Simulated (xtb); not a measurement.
**Geometry relaxation, with input and output: C$_{4}$H$_{9}$P (part 4 of 4)**

The same run, continued: C$_{4}$H$_{9}$P; GFN2-xTB (xtb 6.7.1 later snapshot). 

Geometry of the input (Å):
```
C  -1.1609  1.3284  -0.1018
C  -0.3311  0.2961  0.7181
C  1.0601  -0.0203  0.0208
C  0.6931  -1.2494  -0.7149
P  -0.8369  -1.5068  0.2959
H  -2.1258  1.4869  0.2009
H  -0.6409  2.3419  -0.0467
H  -1.1470  1.0859  -1.1999
H  -0.2284  0.5877  1.7075
H  1.9461  -0.2053  0.8109
H  1.4966  0.8791  -0.6747
H  1.3330  -2.1572  -0.7807
H  0.3598  -1.0305  -1.6654
H  -0.1177  -1.9979  1.5149
```

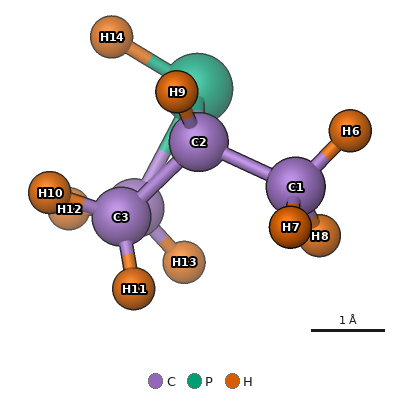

The geometry at step 6 of the log (ball-and-stick view, seen at a tilt; atoms are numbered from 1 in the order of the input).

### Trajectory as extended XYZ (Å, eV, eV/Å), 12 frames, from step=0 to step=11
```
14
Properties=species:S:1:pos:R:3 step=0 energy=-424.93079
C    -1.1609    1.3284   -0.1018
C    -0.3311    0.2961    0.7181
C     1.0601   -0.0203    0.0208
C     0.6931   -1.2494   -0.7149
P    -0.8369   -1.5068    0.2959
H    -2.1258    1.4869    0.2009
H    -0.6409    2.3419   -0.0467
H    -1.1470    1.0859   -1.1999
H    -0.2284    0.5877    1.7075
H     1.9461   -0.2053    0.8109
H     1.4966    0.8791   -0.6747
H     1.3330   -2.1572   -0.7807
H     0.3598   -1.0305   -1.6654
H    -0.1177   -1.9979    1.5149
14
Properties=species:S:1:pos:R:3 step=1 energy=-425.69669
C    -1.1173    1.3403   -0.1195
C    -0.2974    0.3091    0.6641
C     1.0853   -0.0013    0.0205
C     0.6716   -1.2516   -0.7120
P    -0.8447   -1.4935    0.3543
H    -2.1246    1.4505    0.2282
H    -0.6303    2.3331   -0.0450
H    -1.1409    1.0716   -1.1864
H    -0.2377    0.5893    1.6999
H     1.8825   -0.1855    0.7948
H     1.4782    0.8366   -0.6333
H     1.3492   -2.1174   -0.7597
H     0.3508   -1.0282   -1.7132
H    -0.1249   -2.0143    1.4923
14
Properties=species:S:1:pos:R:3 step=2 energy=-425.79872
C    -1.0849    1.3303   -0.1214
C    -0.2785    0.3103    0.6610
C     1.0874    0.0169    0.0185
C     0.6661   -1.2551   -0.7162
P    -0.8629   -1.4695    0.3500
H    -2.1075    1.3997    0.2594
H    -0.6248    2.3112   -0.0411
H    -1.1367    1.0653   -1.1741
H    -0.2471    0.5843    1.7210
H     1.8299   -0.1910    0.7693
H     1.4652    0.7944   -0.6192
H     1.3707   -2.0889   -0.7372
H     0.3595   -1.0416   -1.7445
H    -0.1366   -1.9276    1.4594
14
Properties=species:S:1:pos:R:3 step=3 energy=-425.81319
C    -1.0900    1.3411   -0.1244
C    -0.2789    0.3222    0.6544
C     1.0913    0.0149    0.0220
C     0.6652   -1.2554   -0.7179
P    -0.8548   -1.4631    0.3636
H    -2.1076    1.4044    0.2646
H    -0.6308    2.3259   -0.0520
H    -1.1481    1.0621   -1.1755
H    -0.2425    0.6037    1.7095
H     1.8331   -0.2087    0.7908
H     1.4659    0.8087   -0.6254
H     1.3698   -2.0870   -0.7309
H     0.3582   -1.0460   -1.7453
H    -0.1310   -1.9840    1.4514
14
Properties=species:S:1:pos:R:3 step=4 energy=-425.81577
C    -1.0945    1.3369   -0.1220
C    -0.2798    0.3178    0.6554
C     1.0906    0.0120    0.0211
C     0.6634   -1.2566   -0.7234
P    -0.8596   -1.4628    0.3545
H    -2.1084    1.4023    0.2711
H    -0.6325    2.3220   -0.0532
H    -1.1556    1.0571   -1.1734
H    -0.2388    0.6018    1.7089
H     1.8393   -0.2068    0.7862
H     1.4834    0.8119   -0.6140
H     1.3679   -2.0873   -0.7287
H     0.3623   -1.0488   -1.7522
H    -0.1377   -1.9609    1.4545
14
Properties=species:S:1:pos:R:3 step=5 energy=-425.81652
C    -1.0940    1.3373   -0.1223
C    -0.2789    0.3190    0.6563
C     1.0902    0.0138    0.0217
C     0.6637   -1.2560   -0.7231
P    -0.8604   -1.4597    0.3542
H    -2.1063    1.4024    0.2748
H    -0.6322    2.3219   -0.0569
H    -1.1585    1.0570   -1.1727
H    -0.2381    0.6042    1.7103
H     1.8361   -0.2092    0.7853
H     1.4804    0.8100   -0.6146
H     1.3690   -2.0855   -0.7234
H     0.3657   -1.0506   -1.7534
H    -0.1368   -1.9658    1.4487
14
Properties=species:S:1:pos:R:3 step=6 energy=-425.81667
C    -1.0945    1.3375   -0.1217
C    -0.2775    0.3189    0.6561
C     1.0911    0.0148    0.0213
C     0.6648   -1.2551   -0.7255
P    -0.8603   -1.4578    0.3516
H    -2.1034    1.4036    0.2819
H    -0.6312    2.3216   -0.0615
H    -1.1650    1.0533   -1.1705
H    -0.2366    0.6057    1.7099
H     1.8344   -0.2119    0.7861
H     1.4784    0.8117   -0.6147
H     1.3697   -2.0842   -0.7187
H     0.3723   -1.0527   -1.7572
H    -0.1424   -1.9667    1.4478
14
Properties=species:S:1:pos:R:3 step=7 energy=-425.81673
C    -1.0958    1.3385   -0.1214
C    -0.2785    0.3195    0.6561
C     1.0905    0.0152    0.0216
C     0.6649   -1.2555   -0.7246
P    -0.8626   -1.4563    0.3498
H    -2.1023    1.4072    0.2859
H    -0.6297    2.3217   -0.0647
H    -1.1700    1.0517   -1.1692
H    -0.2375    0.6064    1.7098
H     1.8357   -0.2098    0.7848
H     1.4800    0.8120   -0.6140
H     1.3696   -2.0849   -0.7137
H     0.3761   -1.0556   -1.7572
H    -0.1404   -1.9714    1.4416
14
Properties=species:S:1:pos:R:3 step=8 energy=-425.81681
C    -1.0956    1.3382   -0.1210
C    -0.2788    0.3187    0.6559
C     1.0904    0.0150    0.0212
C     0.6658   -1.2557   -0.7245
P    -0.8619   -1.4578    0.3490
H    -2.1024    1.4086    0.2862
H    -0.6285    2.3209   -0.0641
H    -1.1703    1.0527   -1.1691
H    -0.2381    0.6039    1.7100
H     1.8365   -0.2077    0.7846
H     1.4788    0.8121   -0.6155
H     1.3704   -2.0856   -0.7150
H     0.3767   -1.0554   -1.7570
H    -0.1431   -1.9692    1.4442
14
Properties=species:S:1:pos:R:3 step=9 energy=-425.81683
C    -1.0955    1.3387   -0.1206
C    -0.2789    0.3184    0.6554
C     1.0904    0.0152    0.0208
C     0.6668   -1.2561   -0.7242
P    -0.8622   -1.4581    0.3476
H    -2.1016    1.4109    0.2884
H    -0.6269    2.3208   -0.0652
H    -1.1727    1.0520   -1.1682
H    -0.2384    0.6025    1.7098
H     1.8364   -0.2065    0.7846
H     1.4768    0.8126   -0.6163
H     1.3714   -2.0859   -0.7135
H     0.3788   -1.0566   -1.7574
H    -0.1446   -1.9691    1.4435
14
Properties=species:S:1:pos:R:3 step=10 energy=-425.81684
C    -1.0957    1.3392   -0.1200
C    -0.2794    0.3182    0.6551
C     1.0901    0.0159    0.0204
C     0.6680   -1.2563   -0.7241
P    -0.8622   -1.4584    0.3461
H    -2.1006    1.4143    0.2917
H    -0.6247    2.3203   -0.0673
H    -1.1766    1.0515   -1.1670
H    -0.2390    0.6010    1.7098
H     1.8367   -0.2046    0.7838
H     1.4758    0.8126   -0.6175
H     1.3729   -2.0858   -0.7110
H     0.3818   -1.0583   -1.7581
H    -0.1472   -1.9710    1.4429
14
Properties=species:S:1:pos:R:3 step=11 energy=-425.81685
C    -1.0960    1.3392   -0.1198
C    -0.2795    0.3180    0.6550
C     1.0901    0.0159    0.0204
C     0.6683   -1.2566   -0.7240
P    -0.8627   -1.4582    0.3451
H    -2.1004    1.4155    0.2929
H    -0.6241    2.3199   -0.0679
H    -1.1780    1.0514   -1.1666
H    -0.2390    0.6005    1.7098
H     1.8367   -0.2042    0.7841
H     1.4755    0.8129   -0.6179
H     1.3734   -2.0859   -0.7099
H     0.3829   -1.0591   -1.7582
H    -0.1473   -1.9707    1.4420
```

### Results in brief

- outcome: converged
- electrons treated: 30
- total energy: −15.648480 hartree
- dispersion energy: −0.008942 hartree
- basis functions: 35
- HOMO: −10.31 eV
- LUMO: −5.49 eV
- zero-point energy: 0.118595 hartree
- dipole moment: 1.48 D
- wavenumbers, lowest and highest: 138 and 3027 cm⁻¹
- hardware: 1 thread of Arm Neoverse V1, 24 GiB of memory available, shared host
- peak memory: 0.073 GiB

### Remarks

Settings chosen away from the usual ones: method = gfn2-xtb; task = optfreq; opt_level = vtight; x = {}; partner = base.
